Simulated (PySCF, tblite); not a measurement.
# CH₆O₄P₂Si, a small gas-phase stand-in for a defect centre: NMR shifts, core binding energies and electronic excitations

What NMR shifts, core binding energies and electronic excitations should one expect for `O=P(O)(O)O[C]P[SiH3]`? It is drawn as: twofold C.

Computed with tblite 0.8.0 and PySCF 2.14.0; each step states its level. No surroundings beyond the atoms listed, unless a continuum is named. Atoms count from 0, parts from 1.

## Step 1: Starting point

14 atoms, charge 0, multiplicity 1; geometry: distance geometry start.

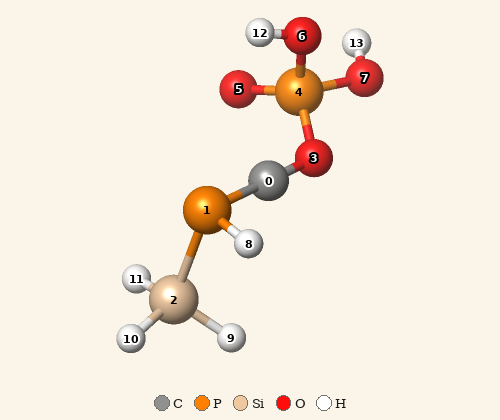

The starting geometry (carbon grey, phosphorus orange, silicon light orange, oxygen red, hydrogen white), atoms numbered.

## Step 2: Geometry optimisation with GFN2-xTB

What the job is given:

```
{"job": {"kind": "relax", "xc": "GFN2-xTB", "basis": "xTB"}, "charge": 0, "multiplicity": 1}
C      0.145695     0.432658     0.543140
P      1.731607    -0.133606     1.275501
Si     3.069063     0.216878    -0.507266
O     -1.026189     0.844678     0.042473
P     -2.164052    -0.251647    -0.246007
O     -1.806579    -1.384738    -1.148810
O     -2.641482    -0.721779     1.211139
O     -3.419382     0.601197    -0.742152
H      2.091469     1.041152     1.956128
H      2.854033     1.586130    -0.992123
H      4.487421     0.044303    -0.053577
H      2.737414    -0.773059    -1.575024
H     -2.036718    -1.423296     1.561024
H     -4.097427    -0.001344    -1.100473
```

Method: GFN2-xTB geometry optimisation, gas phase.

Launch:

```
> OMP_NUM_THREADS=1 python cluster_run.py task.json out
```

One launch serves the whole session: the jobs run in the order shown.

The log of the run:

```text
step      E/eV     max force
  0    -767.65078    4.041
  1    -768.04148    3.130
  2    -768.22178    3.825
  3    -768.33827    0.794
  4    -768.37530    0.806
  5    -768.43706    0.827
  6    -768.49008    0.933
  7    -768.56083    1.394
  8    -768.67001    2.156
  9    -768.79412    3.018
 10    -769.07211    2.210
 11    -769.32297    1.902
 12    -769.41015    1.283
 13    -769.49305    0.522
 14    -769.51603    0.377
 15    -769.53645    0.352
 16    -769.55547    0.396
 17    -769.58782    0.551
 18    -769.62752    0.628
 19    -769.66993    0.602
 20    -769.69881    0.445
 21    -769.72093    0.502
 22    -769.74752    0.660
 23    -769.77671    0.685
 24    -769.80450    0.563
 25    -769.82960    0.343
 26    -769.84784    0.289
 27    -769.86113    0.409
 28    -769.87880    0.515
 29    -769.89872    0.541
 30    -769.91850    0.491
 31    -769.93285    0.698
 32    -769.95207    0.424
 33    -769.96944    0.343
 34    -769.98774    0.258
 35    -769.99490    0.269
 36    -770.00368    0.286
 37    -770.01317    0.296
 38    -770.02281    0.292
 39    -770.03202    0.264
 40    -770.03973    0.197
 41    -770.04496    0.204
 42    -770.04992    0.229
 43    -770.05604    0.223
 44    -770.06441    0.252
 45    -770.07281    0.295
 46    -770.07997    0.228
 47    -770.08556    0.246
 48    -770.09183    0.325
 49    -770.10123    0.323
 50    -770.11457    0.501
 51    -770.12844    0.477
 52    -770.14299    0.452
 53    -770.15906    0.406
 54    -770.15327    1.212
 55    -770.17421    0.203
 56    -770.17825    0.185
 57    -770.18315    0.179
 58    -770.18577    0.169
 59    -770.18961    0.122
 60    -770.19121    0.118
 61    -770.19233    0.099
 62    -770.19318    0.099
 63    -770.19388    0.090
 64    -770.19456    0.103
 65    -770.19546    0.083
 66    -770.19658    0.095
 67    -770.19767    0.095
 68    -770.19845    0.062
 69    -770.19908    0.067
 70    -770.19988    0.077
 71    -770.20114    0.134
 72    -770.20267    0.156
 73    -770.20382    0.094
 74    -770.20432    0.047
 75    -770.20458    0.046
 76    -770.20487    0.075
 77    -770.20524    0.078
 78    -770.20562    0.055
 79    -770.20591    0.046
 80    -770.20609    0.036
 81    -770.20622    0.034
 82    -770.20632    0.024
 83    -770.20642    0.029
 84    -770.20655    0.041
 85    -770.20672    0.041
 86    -770.20692    0.044
 87    -770.20710    0.032
 88    -770.20721    0.024
 89    -770.20729    0.027
 90    -770.20739    0.028
 91    -770.20753    0.033
 92    -770.20771    0.045
 93    -770.20795    0.049
 94    -770.20833    0.061
 95    -770.20897    0.095
 96    -770.21000    0.135
 97    -770.21144    0.142
 98    -770.21316    0.117
 99    -770.21469    0.283
100    -770.21092    0.500
101    -770.21593    0.362
102    -770.21527    0.270
103    -770.22190    0.126
104    -770.22385    0.162
105    -770.22606    0.376
106    -770.22715    0.390
107    -770.22397    0.551
108    -770.22986    0.088
109    -770.23086    0.250
110    -770.23202    0.173
111    -770.23962    0.216
112    -770.24649    0.283
113    -770.25016    0.416
114    -770.25635    0.211
115    -770.25891    0.395
116    -770.26327    0.273
117    -770.26665    0.224
118    -770.26887    0.131
119    -770.27077    0.083
120    -770.27216    0.085
121    -770.27371    0.106
122    -770.27485    0.087
123    -770.27604    0.104
124    -770.27723    0.131
125    -770.27830    0.097
126    -770.27923    0.050
127    -770.27969    0.052
128    -770.28021    0.047
129    -770.28067    0.044
130    -770.28100    0.040
131    -770.28122    0.036
132    -770.28140    0.029
133    -770.28155    0.036
134    -770.28168    0.035
135    -770.28182    0.030
136    -770.28201    0.033
137    -770.28227    0.045
138    -770.28257    0.050
139    -770.28282    0.046
140    -770.28305    0.041
141    -770.28334    0.056
142    -770.28378    0.073
143    -770.28440    0.083
144    -770.28509    0.072
145    -770.28568    0.064
146    -770.28615    0.055
147    -770.28652    0.047
148    -770.28679    0.035
149    -770.28696    0.021
150    -770.28706    0.023
151    -770.28716    0.034
152    -770.28729    0.039
153    -770.28742    0.033
154    -770.28752    0.020
155    -770.28760    0.022
156    -770.28767    0.030
157    -770.28776    0.032
158    -770.28784    0.023
159    -770.28790    0.019
160    -770.28793    0.020
161    -770.28796    0.019
162    -770.28800    0.019
163    -770.28805    0.020
164    -770.28811    0.022
165    -770.28816    0.023
166    -770.28822    0.021
167    -770.28828    0.019
168    -770.28835    0.023
169    -770.28841    0.029
170    -770.28848    0.031
171    -770.28856    0.027
172    -770.28865    0.019
173    -770.28872    0.017
174    -770.28877    0.016
175    -770.28881    0.016
176    -770.28885    0.017
177    -770.28888    0.017
178    -770.28891    0.019
179    -770.28893    0.015
180    -770.28895    0.008
181    -770.28896    0.008
```

Run time: 7.2 s. Hardware: 1 thread of Arm Neoverse V1, shared host.

The steps of the relaxation:

```tsv
step	energy from step 0 (eV)	largest force (eV/Å)
0	0.0000	4.0419
7	-0.9100	1.3938
14	-1.8652	0.3771
21	-2.0701	0.5017
28	-2.2280	0.5146
35	-2.3441	0.2696
42	-2.3991	0.2288
49	-2.4504	0.3236
56	-2.5275	0.1850
63	-2.5431	0.0899
70	-2.5491	0.0773
77	-2.5545	0.0783
84	-2.5558	0.0413
91	-2.5567	0.0331
98	-2.5624	0.1168
105	-2.5753	0.3759
112	-2.5957	0.2830
119	-2.6200	0.0836
126	-2.6284	0.0498
133	-2.6308	0.0352
140	-2.6323	0.0410
147	-2.6357	0.0476
154	-2.6367	0.0201
161	-2.6372	0.0197
168	-2.6376	0.0235
175	-2.6380	0.0159
181	-2.6382	0.0073
```

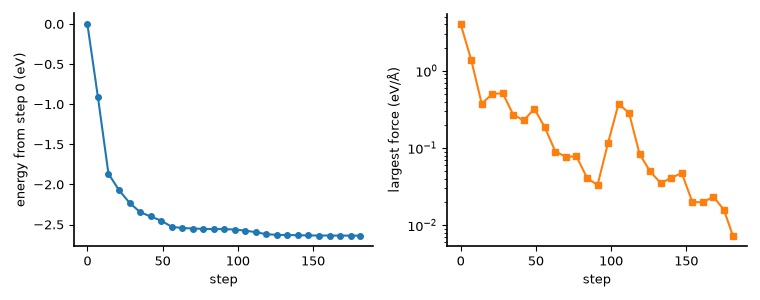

Energy and force, step by step.

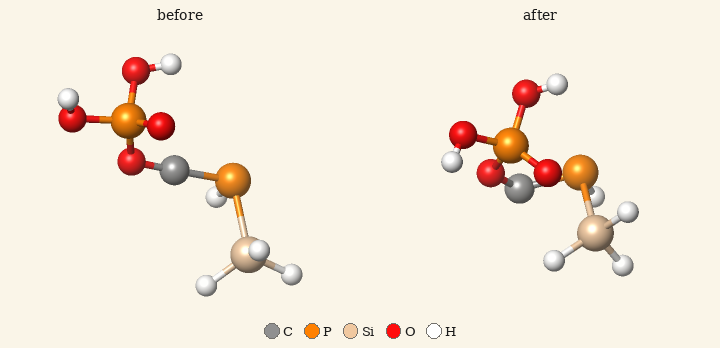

The geometry before (left) and after (right).

Distances of close pairs at the start and the end, largest changes first:

```tsv
bond	before (Å)	after (Å)	change (Å)
C0–P1	1.836	1.748	-0.089
Si2–H11	1.493	1.456	-0.038
O6–H12	0.990	0.958	-0.032
P4–O6	1.604	1.574	-0.029
Si2–H10	1.499	1.473	-0.026
P1–Si2	2.256	2.281	+0.025
P4–O7	1.597	1.575	-0.021
O7–H13	0.975	0.956	-0.019
```

## Step 3: Optimising the geometry at PBE0-D3(BJ)/def2-SVP

What the job is given:

```
{"job": {"xc": "PBE0", "basis": "def2-SVP", "d3": "d3bj", "grid": 2, "kind": "geom", "shake": 0.01}, "charge": 0, "multiplicity": 1}
C      0.211574     1.449331     1.061163
P      1.053360     0.007663     1.456184
Si     1.917784    -0.149038    -0.649315
O     -0.921425     1.317100     0.388142
P     -1.461755    -0.119754    -0.148007
O     -0.494615    -0.789956    -1.017243
O     -1.905432    -0.924457     1.133914
O     -2.819327     0.247169    -0.822722
H      2.116174     0.680999     2.092090
H      1.458429     0.804670    -1.625864
H      3.313616     0.239258    -0.314722
H      1.895896    -1.562987    -0.962271
H     -1.614865    -1.811959     1.117387
H     -2.755891     0.597355    -1.694324
```

The log of the run:

```text
step   0  E = -1313.46977064  max force = 0.042843
step   1  E = -1313.48243946  max force = 0.023496
step   2  E = -1313.48702891  max force = 0.010629
step   3  E = -1313.48305518  max force = 0.014406
step   4  E = -1313.48771115  max force = 0.005878
step   5  E = -1313.48868435  max force = 0.003602
step   6  E = -1313.48891467  max force = 0.004663
step   7  E = -1313.48941778  max force = 0.002395
step   8  E = -1313.48974497  max force = 0.004113
step   9  E = -1313.49039699  max force = 0.003931
step  10  E = -1313.49113147  max force = 0.004340
step  11  E = -1313.49150378  max force = 0.001874
step  12  E = -1313.49170528  max force = 0.001819
step  13  E = -1313.49187582  max force = 0.000899
step  14  E = -1313.49195524  max force = 0.001120
step  15  E = -1313.49204644  max force = 0.001832
step  16  E = -1313.49212089  max force = 0.002192
step  17  E = -1313.49217201  max force = 0.002161
step  18  E = -1313.49224477  max force = 0.000971
step  19  E = -1313.49236013  max force = 0.001682
step  20  E = -1313.49246957  max force = 0.001476
step  21  E = -1313.49270335  max force = 0.001814
step  22  E = -1313.49237097  max force = 0.004823
step  23  E = -1313.49269549  max force = 0.002559
step  24  E = -1313.49278470  max force = 0.000936
step  25  E = -1313.49278934  max force = 0.001028
step  26  E = -1313.49283316  max force = 0.000834
step  27  E = -1313.49286426  max force = 0.000942
step  28  E = -1313.49290390  max force = 0.000868
step  29  E = -1313.49296141  max force = 0.000683
step  30  E = -1313.49297276  max force = 0.000872
step  31  E = -1313.49304931  max force = 0.000802
step  32  E = -1313.49310793  max force = 0.000929
step  33  E = -1313.49321147  max force = 0.001644
step  34  E = -1313.49328014  max force = 0.001912
step  35  E = -1313.49332148  max force = 0.000946
step  36  E = -1313.49335295  max force = 0.000653
step  37  E = -1313.49336714  max force = 0.000790
step  38  E = -1313.49337424  max force = 0.000619
step  39  E = -1313.49337887  max force = 0.000346
optimisation converged
```

Run time: 12 min. Hardware: 1 thread of Arm Neoverse V1, shared host; peak memory 0.79 GiB.

Step by step: (not every step is listed) (the energy doesn't fall at every step)

```tsv
step	energy from step 0 (eV)	largest force component (eV/Å)
0	0.0000	2.2031
1	-0.3447	1.2082
2	-0.4696	0.5466
3	-0.3615	0.7408
4	-0.4882	0.3023
5	-0.5147	0.1852
6	-0.5209	0.2398
7	-0.5346	0.1232
8	-0.5435	0.2115
10	-0.5813	0.2232
12	-0.5969	0.0935
14	-0.6037	0.0576
16	-0.6082	0.1127
18	-0.6116	0.0499
20	-0.6177	0.0759
22	-0.6150	0.2480
24	-0.6262	0.0481
26	-0.6276	0.0429
28	-0.6295	0.0446
30	-0.6314	0.0448
32	-0.6350	0.0478
34	-0.6397	0.0983
35	-0.6409	0.0486
36	-0.6417	0.0336
37	-0.6421	0.0406
38	-0.6423	0.0318
39	-0.6424	0.0178
```

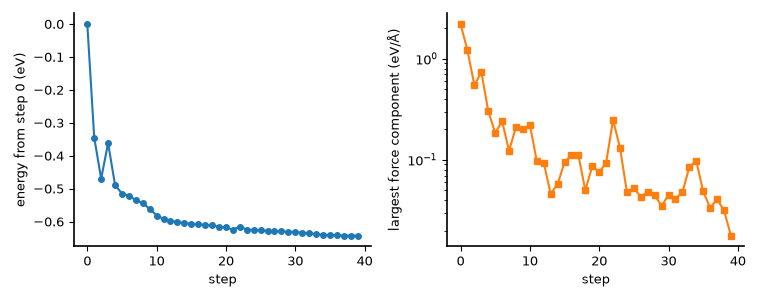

Energy and largest force along the relaxation.

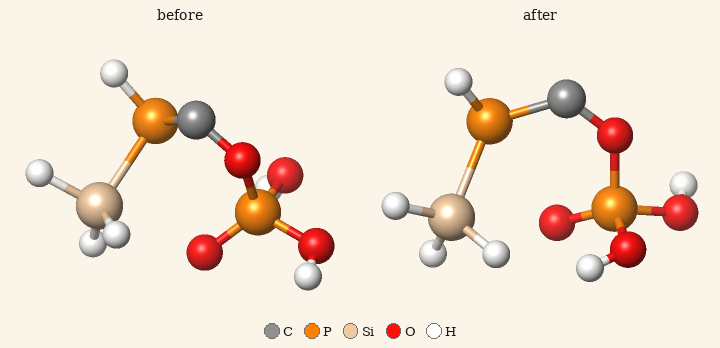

The geometry before (left) and after (right).

Distances of close pairs at the start and the end, largest changes first:

```tsv
bond	before (Å)	after (Å)	change (Å)
Si2–H9	1.440	1.502	+0.062
C0–P1	1.716	1.768	+0.053
O3–P4	1.626	1.663	+0.037
Si2–H11	1.448	1.485	+0.036
O6–H12	0.934	0.967	+0.033
O7–H13	0.941	0.970	+0.028
P4–O7	1.560	1.588	+0.028
P4–O5	1.463	1.480	+0.017
```

The next job starts from the end point, and lists it.

```tsv
at the end point	value
point group (found at 0.08 Å tolerance)	C1
rotational constants (GHz, main isotopes)	2.072, 0.908, 0.746
dipole moment (D)	1.99
```

## Step 4: Shielding tensors: PBE0/pcSseg-1

What the job is given:

```
{"job": {"kind": "nmr", "xc": "PBE0", "basis": "pcSseg-1"}, "charge": 0, "multiplicity": 1}
C     -0.041532     1.062326     1.821376
P      1.495909     0.393724     1.259820
Si     1.934251    -0.002653    -0.929968
O     -1.208851     0.612935     1.370892
P     -1.487066    -0.469002     0.138997
O     -0.334812    -1.377244    -0.057280
O     -2.898514    -1.057554     0.557727
O     -1.920927     0.422984    -1.101384
H      2.314499     1.503253     1.577477
H      0.852777     0.554323    -1.811018
H      3.168642     0.791761    -1.225951
H      2.173707    -1.430830    -1.257830
H     -2.871967    -1.541787     1.393912
H     -1.182610     0.523180    -1.722389
```

Level: GIAO PBE0/pcSseg-1 NMR shielding, non-relativistic, gas phase.

The log of the run:

```text
coarse grid: 14024 points
cycle   1  E = -1313.6437170311  dE =  1.463e+00  |g| = 1.189e+00  |ddm| = 3.735e+00
cycle   2  E = -1313.2792566158  dE =  3.645e-01  |g| = 1.831e+00  |ddm| = 2.031e+00
cycle   3  E = -1313.8747308398  dE = -5.955e-01  |g| = 2.926e-01  |ddm| = 1.427e+00
cycle   4  E = -1313.8897666218  dE = -1.504e-02  |g| = 8.910e-02  |ddm| = 2.787e-01
cycle   5  E = -1313.8911037751  dE = -1.337e-03  |g| = 2.848e-02  |ddm| = 8.538e-02
cycle   6  E = -1313.8912917056  dE = -1.879e-04  |g| = 1.139e-02  |ddm| = 4.280e-02
cycle   7  E = -1313.8913224058  dE = -3.070e-05  |g| = 2.151e-03  |ddm| = 1.265e-02
cycle   8  E = -1313.8913235723  dE = -1.167e-06  |g| = 5.731e-04  |ddm| = 3.831e-03
final grid: 124056 points
cycle   9  E = -1313.9785803158  dE = -2.128e-05  |g| = 1.082e-02  |ddm| = 2.202e-02
cycle  10  E = -1313.9785468582  dE =  3.346e-05  |g| = 1.655e-02  |ddm| = 1.862e-02
cycle  11  E = -1313.9786004898  dE = -5.363e-05  |g| = 1.898e-03  |ddm| = 1.351e-02
cycle  12  E = -1313.9786014130  dE = -9.232e-07  |g| = 5.386e-04  |ddm| = 2.627e-03
cycle  13  E = -1313.9786014708  dE = -5.776e-08  |g| = 1.667e-04  |ddm| = 5.300e-04
cycle  14  E = -1313.9786014756  dE = -4.827e-09  |g| = 5.742e-05  |ddm| = 1.462e-04
cycle  15  E = -1313.9786014762  dE = -5.734e-10  |g| = 1.010e-05  |ddm| = 4.790e-05
converged SCF energy = -1313.9786014762

GIAO shielding tensors (ppm)
atom      isotropic    diamagn.    paramagn.     s11        s22        s33       span
  0 C     -372.089     249.933    -622.022  -1141.142    -82.754    107.629   1248.771
  1 P      366.456     970.139    -603.683     27.144    400.891    671.334    644.189
  2 Si     443.993     879.797    -435.804    422.592    453.140    456.248     33.656
  3 O     -117.772     398.825    -516.597   -445.554   -133.093    225.332    670.887
  4 P      325.842     968.886    -643.044    212.229    268.536    496.760    284.531
  5 O      162.171     402.909    -240.739    138.890    153.522    194.099     55.209
  6 O      226.136     387.458    -161.322    178.619    205.573    294.216    115.597
  7 O      215.737     391.896    -176.159    184.280    192.763    270.169     85.890
  8 H       24.206      30.719      -6.513     20.050     23.865     28.703      8.653
  9 H       27.551      32.296      -4.745     23.411     28.958     30.283      6.872
 10 H       27.344      28.747      -1.403     23.725     25.400     32.906      9.181
 11 H       26.828      29.069      -2.241     22.992     25.531     31.962      8.970
 12 H       27.325      29.539      -2.214     20.400     21.770     39.804     19.404
 13 H       27.409      33.444      -6.035     18.909     24.426     38.891     19.982
```

Wall time 36 s (1 thread of Arm Neoverse V1, shared host); peak memory 0.95 GiB.

The references, computed at this level on geometries of the same kind, shield at (ppm): 1H TMS 31.27, 13C TMS 184.4, 29Si TMS 352.0, 17O H2O 334.6, 31P H3PO4 310.1. Their shielding less the atom's gives the shift. The references are single molecules in the gas phase, so shifts against H2O, NH3, PH3, H3PO4 or CFCl3 are not on the usual liquid scales and can be off by tens of ppm.

```tsv
atoms	environment	σ (ppm)	δ (ppm)
C0	carbon bonded to O, P	-372.1	556.5
H8	hydrogen on a phosphorus bonded to C, Si	24.21	7.06
H11	hydrogen on a silicon bonded to P	26.83	4.44
H12	hydrogen on an oxygen bonded to P	27.32	3.94
H10	hydrogen on a silicon bonded to P	27.34	3.92
H13	hydrogen on an oxygen bonded to P	27.41	3.86
H9	hydrogen on a silicon bonded to P	27.55	3.72
P4	phosphorus bonded to 4 O	325.8	-15.7
P1	phosphorus bonded to C, Si, H	366.5	-56.3
Si2	silicon bonded to P, 3 H	444.0	-92.0
O3	oxygen bonded to C, P	-117.8	452.3
O5	oxygen bonded to P	162.2	172.4
O7	oxygen bonded to P, H	215.7	118.8
O6	oxygen bonded to P, H	226.1	108.4
```

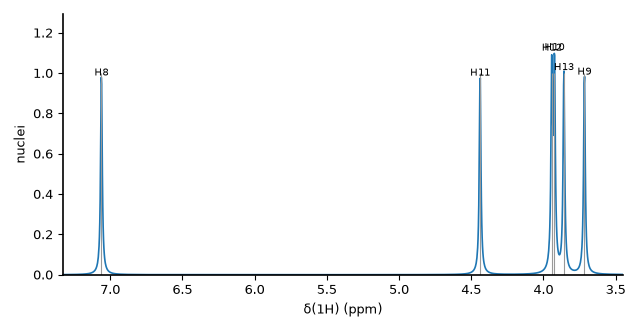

1H lines at the computed shifts, without couplings. Lines are broadened to a width of 0.01 ppm (Lorentzian).

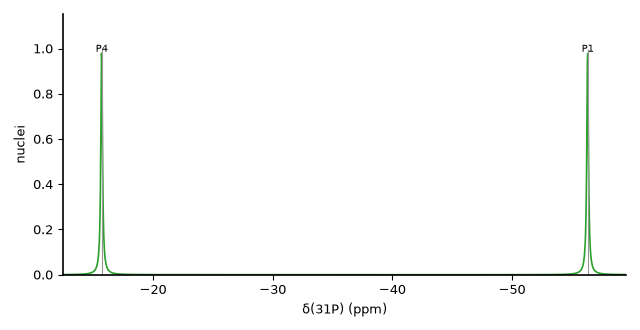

31P lines at the computed shifts, without couplings. Lines are broadened to a width of 0.16 ppm (Lorentzian).

The run also stored atomic charges by several schemes (e):

```tsv
atoms	Mulliken	IAO	Hirshfeld	ESP fit
C0	-0.06	-0.20	-0.11	-0.38
P1	-0.07	0.15	0.02	-0.02
Si2	0.39	0.41	0.24	0.36
O3	-0.49	-0.47	-0.14	-0.17
P4	1.32	1.96	0.57	1.45
O5	-0.60	-0.87	-0.33	-0.68
O6	-0.45	-0.72	-0.21	-0.71
O7	-0.45	-0.72	-0.21	-0.57
```

Hirshfeld charges:

C0 -0.11; P1 0.02; Si2 0.24; O3 -0.14; P4 0.57; O5 -0.33; O6 -0.21; O7 -0.21; H8 0.00; H9 -0.08; H10 -0.08; H11 -0.06; H12 0.21; H13 0.18

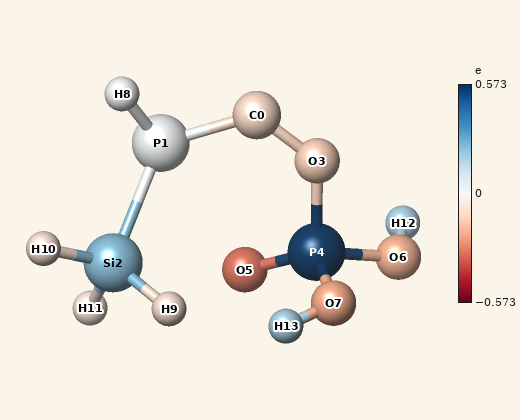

Hirshfeld charges, as colours on the atoms.

Mayer bond orders: C0–P1 1.35, P1–Si2 0.81, C0–O3 1.12, O3–P4 0.83, P4–O5 1.79, P4–O6 1.11, P4–O7 1.11.

[end of part 1 of 2]
